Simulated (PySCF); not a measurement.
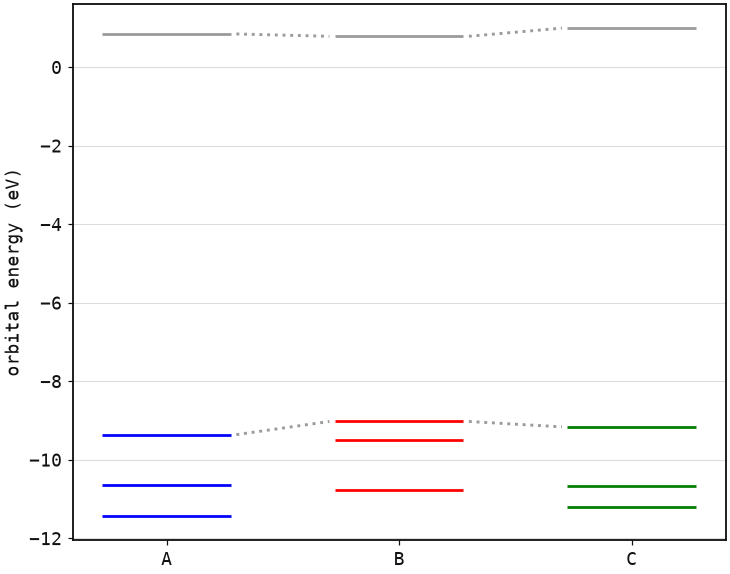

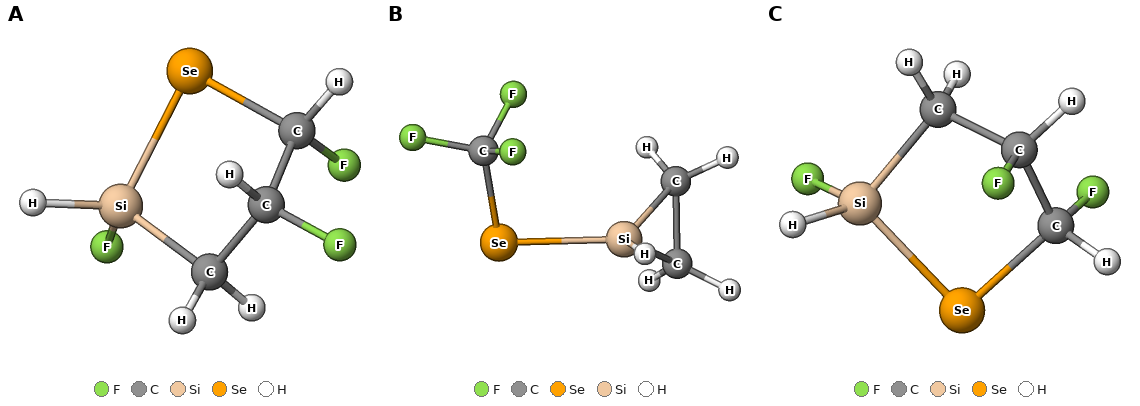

Related molecules: A is C₃H₅F₃SeSi, SMILES F[C@@H]1C[Si@H](F)[Se][C@@H]1F; B is C₃H₅F₃SeSi, SMILES FC(F)(F)[Se][SiH]1CC1; C is C₃H₅F₃SeSi, SMILES F[C@@H]1C[Si@@H](F)[Se][C@H]1F. Frontier orbital energies, ωB97X-D/def2-SVPD, PySCF 2.14.0, at a GFN2-xTB geometry (no frequency check); drawn are at most three filled levels and, in grey, the LUMO with any level within 0.03 eV of it; dotted lines join the HOMOs and the LUMOs.

What does the change do to the frontier levels?

From A to B the HOMO rises by 0.33 eV and the LUMO falls by 0.06 eV, so the separation goes from 10.20 to 9.81 eV. From A to C the HOMO rises by 0.20 eV and the LUMO rises by 0.15 eV, so the separation goes from 10.20 to 10.16 eV.

Caveats, for all or some of the runs: empty levels above zero depend strongly on the basis; one conformer of a flexible molecule; spin-orbit coupling is left out, and with Se it can shift these levels and split any degenerate set; the tight-binding geometry is rougher than a DFT one and adds to the error.
